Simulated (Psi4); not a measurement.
# SiH4O: molecular dynamics (part 2 of 2)

Continued. System: SiH4O (Si(OH)H3). Method: r2SCAN/6-31G*, RKS (Psi4 1.11). The geometry comes from this level: GFN2-xTB.

Geometry of the input (Å):
```
Si -0.0599  -0.1150  -0.4079
O  -0.0595  -0.0919  1.2171
H  0.3273  0.6209  1.7173
H  1.3132  -0.1128  -0.9169
H  -0.7604  1.0584  -0.9332
H  -0.7606  -1.3597  -0.6764
```

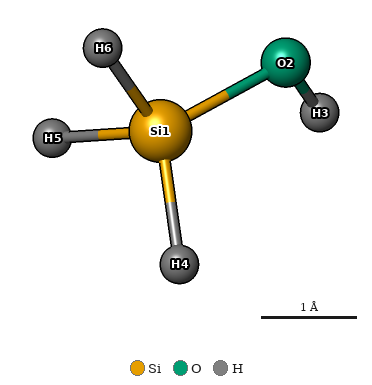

Figure 1. The geometry at step 13 of the log (ball-and-stick view, seen at a tilt; atoms are numbered from 1 in the order of the input).

Trajectory as extended XYZ (Å, eV, eV/Å), 26 frames, from step=0 to step=25:
```
6
Properties=species:S:1:pos:R:3:forces:R:3 step=0 energy=-9987.83239
Si   -0.0599   -0.1150   -0.4079    0.0887   0.1418   0.0851
O    -0.0595   -0.0919    1.2171   -0.2614  -0.4520   1.1681
H     0.3273    0.6209    1.7173    0.2657   0.4814   0.1582
H     1.3132   -0.1128   -0.9169    0.4545  -0.0588  -0.4501
H    -0.7604    1.0584   -0.9332   -0.2845   0.3630  -0.4569
H    -0.7606   -1.3597   -0.6764   -0.2520  -0.4548  -0.4908
6
Properties=species:S:1:pos:R:3:forces:R:3 step=1 energy=-9987.77464
Si   -0.0601   -0.1131   -0.3999    0.1169  -0.2234  -0.6517
O    -0.0565   -0.0977    1.2032   -0.2353  -0.4998   1.9494
H     0.3286    0.6179    1.6969    0.3012   0.5379   0.2768
H     1.3107   -0.0633   -0.9171    0.4319  -0.1523  -0.4514
H    -0.7691    1.0330   -0.9103   -0.5177   0.7973  -0.6306
H    -0.7943   -1.3417   -0.6803   -0.0885  -0.4368  -0.4903
6
Properties=species:S:1:pos:R:3:forces:R:3 step=2 energy=-9987.70536
Si   -0.0602   -0.1113   -0.3921    0.1093  -0.4937  -1.6006
O    -0.0537   -0.1037    1.1905   -0.0721  -0.3105   2.9335
H     0.3327    0.6201    1.6792    0.2022   0.3429   0.2157
H     1.3124   -0.0154   -0.9217    0.2926  -0.2415  -0.3966
H    -0.7827    1.0153   -0.8934   -0.6512   1.0598  -0.7152
H    -0.8288   -1.3279   -0.6888    0.1254  -0.3300  -0.4493
6
Properties=species:S:1:pos:R:3:forces:R:3 step=3 energy=-9987.63487
Si   -0.0603   -0.1097   -0.3849   -0.0028  -0.5450  -2.7052
O    -0.0508   -0.1099    1.1796    0.1627   0.0022   3.9722
H     0.3387    0.6255    1.6635    0.0313   0.0113   0.0615
H     1.3169    0.0303   -0.9301    0.0777  -0.3302  -0.2983
H    -0.8026    1.0078   -0.8834   -0.6250   1.0688  -0.6782
H    -0.8622   -1.3172   -0.7017    0.3611  -0.1790  -0.3769
6
Properties=species:S:1:pos:R:3:forces:R:3 step=4 energy=-9987.56622
Si   -0.0604   -0.1083   -0.3786   -0.2407  -0.3577  -3.8430
O    -0.0479   -0.1162    1.1710    0.3719   0.2651   4.8608
H     0.3451    0.6310    1.6485   -0.1162  -0.2775  -0.0587
H     1.3221    0.0728   -0.9413   -0.1587  -0.4168  -0.1782
H    -0.8285    1.0104   -0.8799   -0.4378   0.8420  -0.5279
H    -0.8921   -1.3083   -0.7181    0.5855  -0.0280  -0.2870
6
Properties=species:S:1:pos:R:3:forces:R:3 step=5 energy=-9987.50230
Si   -0.0605   -0.1070   -0.3736   -0.5621  -0.0115  -4.8493
O    -0.0447   -0.1223    1.1654    0.4866   0.3562   5.4345
H     0.3503    0.6339    1.6328   -0.1732  -0.3937  -0.0618
H     1.3258    0.1113   -0.9543   -0.3684  -0.4956  -0.0573
H    -0.8586    1.0211   -0.8814   -0.1496   0.4799  -0.3107
H    -0.9164   -1.2997   -0.7373    0.7710   0.0903  -0.1935
6
Properties=species:S:1:pos:R:3:forces:R:3 step=6 energy=-9987.44991
Si   -0.0609   -0.1057   -0.3703   -0.8983   0.3869  -5.5716
O    -0.0413   -0.1282    1.1631    0.4837   0.2381   5.6074
H     0.3539    0.6329    1.6166   -0.1196  -0.2949   0.0681
H     1.3260    0.1450   -0.9678   -0.5187  -0.5598   0.0471
H    -0.8901    1.0364   -0.8859    0.1590   0.0980  -0.0821
H    -0.9333   -1.2902   -0.7584    0.8994   0.1566  -0.1085
6
Properties=species:S:1:pos:R:3:forces:R:3 step=7 energy=-9987.41874
Si   -0.0616   -0.1043   -0.3689   -1.1925   0.7621  -5.9108
O    -0.0376   -0.1339    1.1642    0.3849  -0.0415   5.3859
H     0.3563    0.6292    1.6011    0.0188  -0.0283   0.2861
H     1.3212    0.1734   -0.9808   -0.5917  -0.6032   0.1228
H    -0.9200    1.0526   -0.8911    0.4264  -0.2251   0.1175
H    -0.9416   -1.2792   -0.7805    0.9603   0.1613  -0.0411
6
Properties=species:S:1:pos:R:3:forces:R:3 step=8 energy=-9987.41890
Si   -0.0626   -0.1026   -0.3695   -1.4130   1.0822  -5.8356
O    -0.0336   -0.1397    1.1685    0.2569  -0.3491   4.8679
H     0.3589    0.6252    1.5883    0.1706   0.2698   0.4974
H     1.3108    0.1960   -0.9927   -0.5791  -0.6210   0.1615
H    -0.9459    1.0667   -0.8953    0.6217  -0.4561   0.2683
H    -0.9407   -1.2666   -0.8029    0.9491   0.1005   0.0022
6
Properties=species:S:1:pos:R:3:forces:R:3 step=9 energy=-9987.45750
Si   -0.0642   -0.1005   -0.3721   -1.5495   1.3403  -5.3732
O    -0.0295   -0.1457    1.1757    0.1890  -0.5065   4.2021
H     0.3631    0.6237    1.5802    0.2427   0.4170   0.5957
H     1.2948    0.2126   -1.0030   -0.4783  -0.6093   0.1584
H    -0.9659    1.0764   -0.8968    0.7357  -0.5896   0.3648
H    -0.9307   -1.2531   -0.8254    0.8665  -0.0253   0.0171
6
Properties=species:S:1:pos:R:3:forces:R:3 step=10 energy=-9987.53075
Si   -0.0663   -0.0980   -0.3766   -1.6053   1.5321  -4.5901
O    -0.0253   -0.1520    1.1855    0.2331  -0.4080   3.5035
H     0.3697    0.6263    1.5779    0.1822   0.3062   0.5338
H     1.2742    0.2235   -1.0118   -0.2923  -0.5661   0.1125
H    -0.9788    1.0804   -0.8949    0.7678  -0.6301   0.4086
H    -0.9125   -1.2399   -0.8476    0.7204  -0.2088   0.0031
6
Properties=species:S:1:pos:R:3:forces:R:3 step=11 energy=-9987.62021
Si   -0.0690   -0.0950   -0.3826   -1.5894   1.6400  -3.5764
O    -0.0209   -0.1585    1.1974    0.3581  -0.1125   2.7987
H     0.3780    0.6317    1.5806    0.0227  -0.0007   0.3611
H     1.2508    0.2289   -1.0195   -0.0334  -0.4926   0.0286
H    -0.9844    1.0785   -0.8890    0.7187  -0.5813   0.4026
H    -0.8873   -1.2286   -0.8699    0.5297  -0.4296  -0.0347
6
Properties=species:S:1:pos:R:3:forces:R:3 step=12 energy=-9987.70367
Si   -0.0722   -0.0914   -0.3899   -1.5070   1.6271  -2.4351
O    -0.0163   -0.1651    1.2110    0.4793   0.2117   2.0611
H     0.3865    0.6372    1.5869   -0.1468  -0.3301   0.1771
H     1.2271    0.2295   -1.0269    0.2691  -0.3956  -0.0792
H    -0.9831    1.0709   -0.8793    0.5869  -0.4426   0.3496
H    -0.8571   -1.2215   -0.8925    0.3264  -0.6494  -0.0815
6
Properties=species:S:1:pos:R:3:forces:R:3 step=13 energy=-9987.76834
Si   -0.0759   -0.0873   -0.3980   -1.3522   1.4463  -1.2834
O    -0.0115   -0.1716    1.2258    0.5222   0.4120   1.2721
H     0.3936    0.6395    1.5948   -0.2469  -0.5248   0.0609
H     1.2060    0.2264   -1.0351    0.5642  -0.2881  -0.1862
H    -0.9761    1.0591   -0.8663    0.3715  -0.2127   0.2525
H    -0.8237   -1.2206   -0.9158    0.1507  -0.8124  -0.1134
6
Properties=species:S:1:pos:R:3:forces:R:3 step=14 energy=-9987.81082
Si   -0.0801   -0.0827   -0.4065   -1.1032   1.0649  -0.2391
O    -0.0063   -0.1779    1.2414    0.4529   0.4129   0.4412
H     0.3983    0.6368    1.6033   -0.2401  -0.5081   0.0448
H     1.1903    0.2205   -1.0450    0.7839  -0.1874  -0.2596
H    -0.9656    1.0453   -0.8508    0.0800   0.1000   0.1180
H    -0.7890   -1.2275   -0.9403    0.0368  -0.8609  -0.1037
6
Properties=species:S:1:pos:R:3:forces:R:3 step=15 energy=-9987.82968
Si   -0.0847   -0.0777   -0.4152   -0.7402   0.4994   0.6073
O    -0.0009   -0.1839    1.2573    0.2790   0.2205  -0.3962
H     0.4008    0.6292    1.6122   -0.1318  -0.2876   0.1190
H     1.1821    0.2129   -1.0575    0.8652  -0.1077  -0.2692
H    -0.9544    1.0324   -0.8343   -0.2577   0.4608  -0.0371
H    -0.7538   -1.2426   -0.9657   -0.0052  -0.7608  -0.0357
6
Properties=species:S:1:pos:R:3:forces:R:3 step=16 energy=-9987.82394
Si   -0.0895   -0.0725   -0.4236   -0.2803  -0.1578   1.2130
O     0.0048   -0.1898    1.2729    0.0491  -0.0785  -1.1786
H     0.4019    0.6188    1.6223    0.0309   0.0450   0.2370
H     1.1821    0.2041   -1.0725    0.7797  -0.0535  -0.2024
H    -0.9456    1.0239   -0.8180   -0.5779   0.7955  -0.1825
H    -0.7187   -1.2650   -0.9915    0.0061  -0.5220   0.0872
6
Properties=species:S:1:pos:R:3:forces:R:3 step=17 energy=-9987.79860
Si   -0.0944   -0.0674   -0.4316    0.2023  -0.7524   1.5808
O     0.0104   -0.1957    1.2878   -0.1544  -0.3260  -1.8271
H     0.4034    0.6089    1.6347    0.1657   0.3254   0.3233
H     1.1896    0.1949   -1.0895    0.5504  -0.0176  -0.0718
H    -0.9424    1.0231   -0.8035   -0.7926   0.9986  -0.2811
H    -0.6836   -1.2924   -1.0164    0.0350  -0.1957   0.2421
6
Properties=species:S:1:pos:R:3:forces:R:3 step=18 energy=-9987.76355
Si   -0.0993   -0.0626   -0.4390    0.6058  -1.1367   1.7522
O     0.0159   -0.2018    1.3017   -0.2520  -0.3644  -2.2763
H     0.4065    0.6021    1.6501    0.1937   0.3921   0.3066
H     1.2024    0.1855   -1.1071    0.2387   0.0124   0.0909
H    -0.9467    1.0317   -0.7917   -0.8293   0.9808  -0.3077
H    -0.6481   -1.3216   -1.0390    0.0483   0.1500   0.3981
6
Properties=species:S:1:pos:R:3:forces:R:3 step=19 energy=-9987.72161
Si   -0.1039   -0.0582   -0.4458    0.8659  -1.2496   1.8005
O     0.0213   -0.2082    1.3141   -0.2248  -0.1562  -2.5203
H     0.4114    0.5990    1.6685    0.0979   0.2076   0.1708
H     1.2175    0.1762   -1.1239   -0.0844   0.0476   0.2512
H    -0.9590    1.0498   -0.7828   -0.6780   0.7295  -0.2666
H    -0.6122   -1.3495   -1.0578    0.0272   0.4556   0.5290
6
Properties=species:S:1:pos:R:3:forces:R:3 step=20 energy=-9987.66596
Si   -0.1083   -0.0542   -0.4520    0.9882  -1.1354   1.8073
O     0.0266   -0.2146    1.3251   -0.1304   0.1797  -2.6253
H     0.4172    0.5979    1.6886   -0.0620  -0.1090  -0.0306
H     1.2317    0.1674   -1.1383   -0.3620   0.0942   0.3835
H    -0.9778    1.0748   -0.7765   -0.3986   0.3212  -0.1875
H    -0.5760   -1.3730   -1.0715   -0.0310   0.6815   0.6184
6
Properties=species:S:1:pos:R:3:forces:R:3 step=21 energy=-9987.59441
Si   -0.1123   -0.0506   -0.4576    1.0202  -0.8902   1.8390
O     0.0318   -0.2210    1.3345   -0.0525   0.4733  -2.6832
H     0.4225    0.5958    1.7083   -0.2011  -0.3830  -0.2159
H     1.2425    0.1594   -1.1489   -0.5606   0.1513   0.4714
H    -1.0004    1.1030   -0.7719   -0.0784  -0.1293  -0.1023
H    -0.5401   -1.3900   -1.0793   -0.1216   0.8071   0.6579
6
Properties=species:S:1:pos:R:3:forces:R:3 step=22 energy=-9987.51818
Si   -0.1160   -0.0473   -0.4625    1.0080  -0.5984   1.9358
O     0.0369   -0.2271    1.3422   -0.0485   0.6029  -2.7673
H     0.4258    0.5899    1.7260   -0.2596  -0.4904  -0.3218
H     1.2480    0.1529   -1.1551   -0.6657   0.2174   0.5098
H    -1.0237    1.1298   -0.7684    0.2095  -0.5301  -0.0332
H    -0.5054   -1.3992   -1.0808   -0.2384   0.8247   0.6464
6
Properties=species:S:1:pos:R:3:forces:R:3 step=23 energy=-9987.45263
Si   -0.1193   -0.0442   -0.4668    0.9775  -0.3062   2.1124
O     0.0420   -0.2328    1.3483   -0.1376   0.5271  -2.9125
H     0.4266    0.5794    1.7406   -0.2178  -0.3884  -0.3202
H     1.2470    0.1485   -1.1563   -0.6718   0.2890   0.4981
H    -1.0451    1.1516   -0.7651    0.4263  -0.8300   0.0098
H    -0.4729   -1.4006   -1.0761   -0.3703   0.7330   0.5835
6
Properties=species:S:1:pos:R:3:forces:R:3 step=24 energy=-9987.40651
Si   -0.1223   -0.0412   -0.4703    0.9340  -0.0311   2.3692
O     0.0471   -0.2382    1.3527   -0.3017   0.2805  -3.1137
H     0.4254    0.5652    1.7522   -0.0937  -0.1123  -0.2208
H     1.2396    0.1468   -1.1528   -0.5813   0.3632   0.4366
H    -1.0623    1.1654   -0.7617    0.5590  -1.0127   0.0273
H    -0.4440   -1.3950   -1.0658   -0.5088   0.5355   0.4726
6
Properties=species:S:1:pos:R:3:forces:R:3 step=25 energy=-9987.37995
Si   -0.1250   -0.0383   -0.4730    0.8767   0.2145   2.6941
O     0.0519   -0.2435    1.3552   -0.4869  -0.0246  -3.3209
H     0.4232    0.5499    1.7617    0.0580   0.2245  -0.0762
H     1.2267    0.1486   -1.1451   -0.4000   0.4368   0.3290
H    -1.0742    1.1696   -0.7581    0.6035  -1.0772   0.0231
H    -0.4200   -1.3842   -1.0509   -0.6432   0.2480   0.3227
```

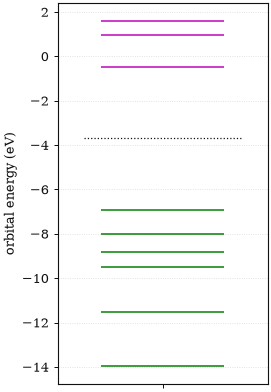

Figure 2. Orbital energies near the frontier; the dotted line parts filled from empty levels, and levels within 0.02 eV of each other stand side by side. Highest filled −6.91 eV, lowest empty −0.46 eV, 6.45 eV apart.

Key numbers:

```tsv
quantity	value
outcome	finished
trajectory	26 frames kept
potential energy (last step)	−367.029444 hartree
basis functions (last step)	42
HOMO (last step)	−6.91 eV
LUMO (last step)	−0.46 eV
dipole moment (last step)	1.64 D
wall time	3.7 min
peak memory	1 GiB
```
